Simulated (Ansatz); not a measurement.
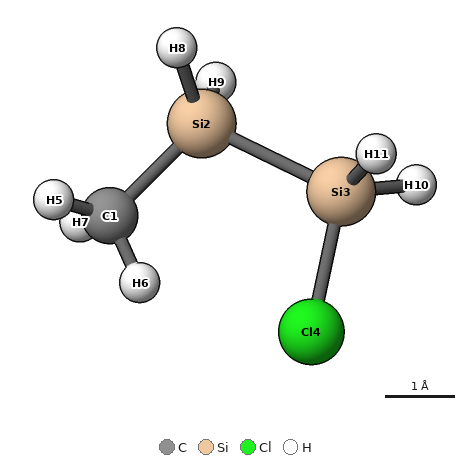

**Figure 1.** The input geometry of run A (ball-and-stick view, seen at a tilt; atoms are numbered from 1 in the order of the input). Bond lengths as drawn: Cl–Si 2.10 Å, C–H 1.10 Å, C–Si 1.89 Å, H–Si 1.49 to 1.50 Å and Si–Si 2.35 Å.

# What a change does: single-point calculation on CH$_{7}$ClSi$_{2}$

System: CH$_{7}$ClSi$_{2}$, SMILES C[SiH2][SiH2]Cl.
Method of run A: RKS B3LYP-D4/def2-SVP (Ansatz 0.2.0).

Text and figures count atoms from 1; the logs count them from 0 in places.

### Input file, run A
```yaml
crystal:
  periodic: [false, false, false]
  atoms:
    - { symbol: C, position_ang: [-0.258818, 1.655334, 0.27035] }
    - { symbol: Si, position_ang: [-0.270278, 0.164744, -0.888406] }
    - { symbol: Si, position_ang: [-1.427972, -1.589562, 0.160576] }
    - { symbol: Cl, position_ang: [-2.029313, -0.836435, 2.026279] }
    - { symbol: H, position_ang: [0.772229, 1.935663, 0.538097] }
    - { symbol: H, position_ang: [-0.798793, 1.410218, 1.198221] }
    - { symbol: H, position_ang: [-0.743175, 2.52689, -0.197379] }
    - { symbol: H, position_ang: [1.118104, -0.277173, -1.225598] }
    - { symbol: H, position_ang: [-0.979851, 0.486953, -2.162828] }
    - { symbol: H, position_ang: [-2.64528, -2.039434, -0.572745] }
    - { symbol: H, position_ang: [-0.561851, -2.778558, 0.409513] }
basis:
  gaussian: { orbitals: def2-SVP }
hamiltonian:
  xc: { name: B3LYP }
  dispersion: d4
output:
  forces: true
```

Launched with:
```bash
ansatz run input.yaml --threads 1 --pin off --max-ram 2560MiB --backend cpu --events-out ev --progress --plain --runs-dir out
```

Hardware: 1 thread of Arm Neoverse V1, 24 GiB of memory available, shared host.

### Output (run A)
```
Engine: ansatz 0.2.0, aarch64-unknown-linux-gnu
Functional definition: B3LYP
  parameter a0 = 0.2
  parameter ax = 0.72
  parameter ac = 0.81
  exchange = (1 - a0 - ax)*slater_x + ax*b88_x + a0*exact_x
  correlation = (1 - ac)*vwn_rpa_c + ac*lyp_c
1003 factors; integrals over basis functions are off by at most 1.1e-3 eV
mean field evaluation 1: about -29417.3520 eV, gradient 4.4e1 eV
mean field evaluation 2: about -29414.4147 eV, gradient 5.2e1 eV
mean field evaluation 4: about -29422.1460 eV, gradient 8.9e-1 eV
mean field evaluation 8: about -29422.2108 eV, gradient 7.5e-2 eV
mean field evaluation 16: about -29422.2108 eV, gradient 2.5e-5 eV
mean field -29422.21082730 eV, -1081.2463048127 hartree, gradient 2.5e-5 eV, S^2 0.000000; 0 other end points of the search recorded, 0 dependent functions left out
the calculation of the forces begins
reference -29422.21110233 eV, -1081.2463149195 hartree; 29, 29 occupied and 74, 74 virtual orbitals, 1003 factors
Total energy: -29422.64197810 eV, -1081.2621493123 hartree
Atom 0 at    -0.258818     1.655334     0.270350 Å, force     0.064844     0.123198     0.099473 eV/Å
Atom 1 at    -0.270278     0.164744    -0.888406 Å, force     0.025075     0.111828    -0.173993 eV/Å
Atom 2 at    -1.427972    -1.589562     0.160576 Å, force     0.050510    -0.142781     0.070055 eV/Å
Atom 3 at    -2.029313    -0.836435     2.026279 Å, force    -0.096670    -0.113284     0.071185 eV/Å
Atom 4 at     0.772229     1.935663     0.538097 Å, force    -0.025172     0.012400    -0.007456 eV/Å
Atom 5 at    -0.798793     1.410218     1.198221 Å, force     0.021585     0.083105    -0.028666 eV/Å
Atom 6 at    -0.743175     2.526890    -0.197379 Å, force     0.013954    -0.021975     0.015295 eV/Å
Atom 7 at     1.118104    -0.277173    -1.225598 Å, force    -0.038436    -0.033180    -0.015255 eV/Å
Atom 8 at    -0.979851     0.486953    -2.162828 Å, force     0.031895    -0.021492    -0.055539 eV/Å
Atom 9 at    -2.645280    -2.039434    -0.572745 Å, force    -0.005516     0.014679     0.011918 eV/Å
Atom 10 at    -0.561851    -2.778558     0.409513 Å, force    -0.042069    -0.012498     0.012981 eV/Å
Dipole moment:     0.124611     0.067320    -0.207090 e Å
```

The input of run B differs as follows (lines with − go, lines with + come):
```diff
-    - { symbol: Si, position_ang: [-1.427972, -1.589562, 0.160576] }
-    - { symbol: Cl, position_ang: [-2.029313, -0.836435, 2.026279] }
+    - { symbol: Si, position_ang: [1.777735, 0.094002, -2.036816] }
+    - { symbol: Cl, position_ang: [1.666825, -1.586601, -3.290983] }
-    - { symbol: H, position_ang: [1.118104, -0.277173, -1.225598] }
-    - { symbol: H, position_ang: [-0.979851, 0.486953, -2.162828] }
-    - { symbol: H, position_ang: [-2.64528, -2.039434, -0.572745] }
-    - { symbol: H, position_ang: [-0.561851, -2.778558, 0.409513] }
+    - { symbol: H, position_ang: [-1.39657, 0.242508, -1.869231] }
+    - { symbol: H, position_ang: [-0.409695, -1.107276, -0.117698] }
+    - { symbol: H, position_ang: [2.040733, 1.29051, -2.886042] }
+    - { symbol: H, position_ang: [2.940404, -0.099002, -1.122051] }
```

Predict how the results change.

With the same method and basis, run B lies 0.28 kcal/mol lower. The largest force goes from 0.208 to 0.340 eV/Å.

### Output (run B)
```
Engine: ansatz 0.2.0, aarch64-unknown-linux-gnu
Functional definition: B3LYP
  parameter a0 = 0.2
  parameter ax = 0.72
  parameter ac = 0.81
  exchange = (1 - a0 - ax)*slater_x + ax*b88_x + a0*exact_x
  correlation = (1 - ac)*vwn_rpa_c + ac*lyp_c
1002 factors; integrals over basis functions are off by at most 1.2e-3 eV
mean field evaluation 1: about -29417.4243 eV, gradient 4.4e1 eV
mean field evaluation 2: about -29414.6174 eV, gradient 5.2e1 eV
mean field evaluation 4: about -29422.1775 eV, gradient 1.1e0 eV
mean field evaluation 8: about -29422.2438 eV, gradient 1.1e-1 eV
mean field evaluation 16: about -29422.2438 eV, gradient 2.3e-5 eV
mean field -29422.24384749 eV, -1081.2475182822 hartree, gradient 2.3e-5 eV, S^2 0.000000; 0 other end points of the search recorded, 0 dependent functions left out
the calculation of the forces begins
reference -29422.24412338 eV, -1081.2475284208 hartree; 29, 29 occupied and 74, 74 virtual orbitals, 1002 factors
Total energy: -29422.65396410 eV, -1081.2625897895 hartree
Atom 0 at    -0.258818     1.655334     0.270350 Å, force    -0.088727     0.035792     0.114870 eV/Å
Atom 1 at    -0.270278     0.164744    -0.888406 Å, force     0.086833     0.028077    -0.083670 eV/Å
Atom 2 at     1.777735     0.094002    -2.036816 Å, force    -0.109321    -0.280290    -0.158993 eV/Å
Atom 3 at     1.666825    -1.586601    -3.290983 Å, force     0.064836     0.024079    -0.030763 eV/Å
Atom 4 at     0.772229     1.935663     0.538097 Å, force    -0.030607     0.022543     0.068286 eV/Å
Atom 5 at    -0.798793     1.410218     1.198221 Å, force    -0.017237     0.108878     0.024759 eV/Å
Atom 6 at    -0.743175     2.526890    -0.197379 Å, force     0.034509     0.001965     0.019635 eV/Å
Atom 7 at    -1.396570     0.242508    -1.869231 Å, force     0.055195    -0.022356     0.017838 eV/Å
Atom 8 at    -0.409695    -1.107276    -0.117698 Å, force     0.036105    -0.008426    -0.029995 eV/Å
Atom 9 at     2.040733     1.290510    -2.886042 Å, force    -0.012371     0.039171     0.023646 eV/Å
Atom 10 at     2.940404    -0.099002    -1.122051 Å, force    -0.019212     0.050566     0.034388 eV/Å
Dipole moment:    -0.086026     0.372881     0.329285 e Å
```

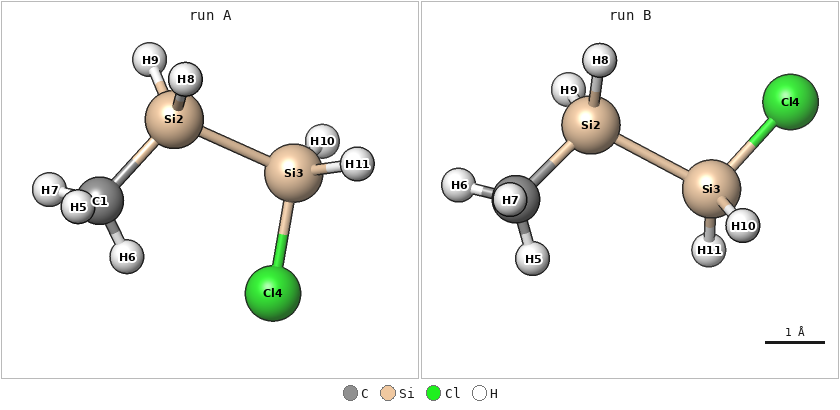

**Figure 2.** The two input geometries at one scale (ball-and-stick view, seen at a tilt). The largest move after the best rigid fit is that of Cl4, 3.68 Å. Largest moves by element: Cl 3.68 Å, H 3.05 Å, Si 0.31 Å, C 0.16 Å.

### The two runs side by side

| quantity | run A | run B |
| --- | --- | --- |
| outcome | converged | converged |
| total energy (hartree) | −1081.262149 | −1081.262590 |
| largest force (eV/Å) | 0.208 | 0.340 |
| basis functions | 103 | 103 |
| wall time (shared host) | 5.3 s | 5.2 s |
